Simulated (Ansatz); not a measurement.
# AlCl2HO2···HCl: what the fields show

Input file:

```
crystal:
  periodic: [false, false, false]
  atoms:
    - { symbol: Al, position_ang: [-0.3569, -0.8767, -0.0147] }
    - { symbol: Cl, position_ang: [-1.8488, 1.2513, -0.1834] }
    - { symbol: Cl, position_ang: [-0.4598, -1.8594, -1.7899] }
    - { symbol: Cl, position_ang: [-0.7348, -1.8198, 1.7551] }
    - { symbol: H, position_ang: [-0.1915, 1.3122, -0.7522] }
    - { symbol: O, position_ang: [0.9432, 0.7366, -0.7218] }
    - { symbol: O, position_ang: [1.0271, 0.3139, 0.6324] }
    - { symbol: H, position_ang: [1.6214, 0.9419, 1.0746] }
basis:
  gaussian: { orbitals: def2-SVP }
hamiltonian:
  xc: pbe0
  dispersion: d4
relax:
  f_tol: 0.15
  max_steps: 25
  restrain:
    - { distance: [0, 5], at: 1.87, k: 30.0 }
    - { distance: [4, 1], at: 1.33, k: 30.0 }
    - { distance: [0, 1], at: 3.53, k: 30.0 }
    - { distance: [4, 5], at: 2.27, k: 30.0 }
output:
  orbitals: {}
```

Launched as:

```sh
ansatz run input.yaml --threads 2 --pin off --max-ram 3072MiB --backend cpu --events-out ev --progress --plain --runs-dir out
```

The fields are those of the run's last geometry, not of the input's.

Not at a stationary point (largest force 1.6 eV/Å).

Computed with Ansatz 0.2.0, RKS PBE0-D4/def2-SVP.

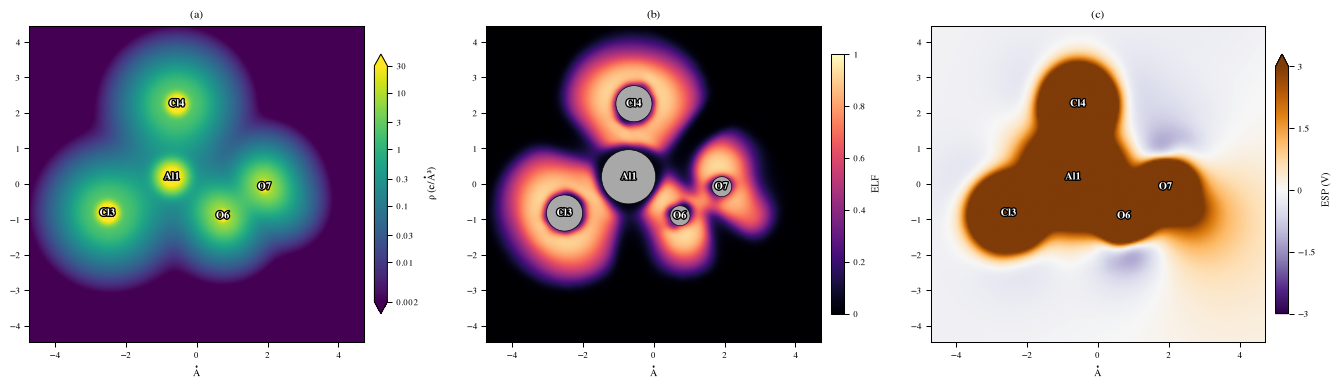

Figure 1. (a) total electron density; (b) electron localisation function; (c) electrostatic potential on the plane of atoms Cl3, Al1 and O6. Grey discs cover the atomic cores in the ELF map.

### What do the fields say about this system?

The plane passes through Al, Cl and O nuclei.
O–O (1.44 Å): ρ at the midpoint is about 2 e/Å³; the ELF peaks at about 0.75 between the atoms; a shared electron pair.
Al–O (1.82 Å): the density is about 0.7 e/Å³ at the midpoint; the ELF peaks at about 0.90 in the valence shell of O, 0.6 Å from its nucleus, and is about 0.55 at the midpoint.
Al–Cl (2.07 Å): ρ at the midpoint is about 0.74 e/Å³; the ELF peaks at about 0.85 in the valence shell of Cl, 0.9 Å from its nucleus, and is about 0.80 at the midpoint.
The ELF also peaks beside Cl3, O6, O7 and Cl4, away from the bonds: lone-pair regions.
Outside the dense part of the complex the potential is most negative (−1.2 V) near O6.

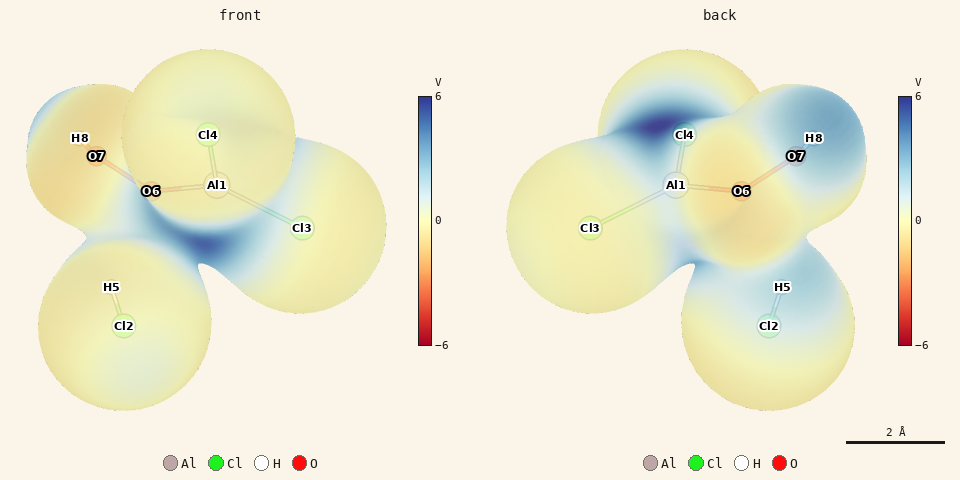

Figure 2. The electrostatic potential painted on the density surface at 0.004 e/bohr³, seen from the front and from behind; red is negative and blue positive.

### Which sites attract a positive test charge, and which a negative one?

A positive charge is drawn to the negative regions and a negative charge to the positive ones. The most negative region (about −1.1 V) lies over O7, the most positive (about +5.4 V) over Al1. Cl2 shows a σ-hole: about +0.6 V at the tip opposite its bond, against about −0.2 V on its flanks. Cl4 shows a σ-hole: about +0.2 V at the tip opposite its bond, against about −0.3 V on its flanks. O7 is the likeliest acceptor of a hydrogen bond.

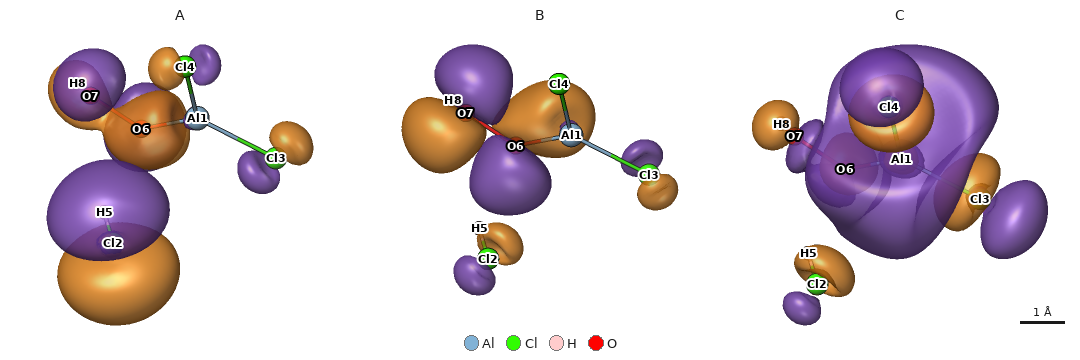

Figure 3. Three frontier orbitals at ±0.06 Å⁻³ᐟ² (orange and purple are the two phases), in no order.

### Which picture is the HOMO−1, the HOMO and the LUMO?

A is the HOMO−1 (−9.25 eV). Its weight (Hirshfeld) is mainly on Cl2 (about 65 %), O6 (about 20 %) and O7 (about 10 %). B is the HOMO (−7.84 eV). It lies mainly on O7 (about 50 %) and O6 (about 40 %); π-antibonding (π*) across O7–O6. C is the LUMO (−1.03 eV). Its weight (Hirshfeld) is mainly on Al1 (about 50 %), Cl3 (about 15 %), Cl4 (about 15 %) and O6 (about 10 %).

### What is the HOMO–LUMO gap?

6.81 eV between the orbital energies.
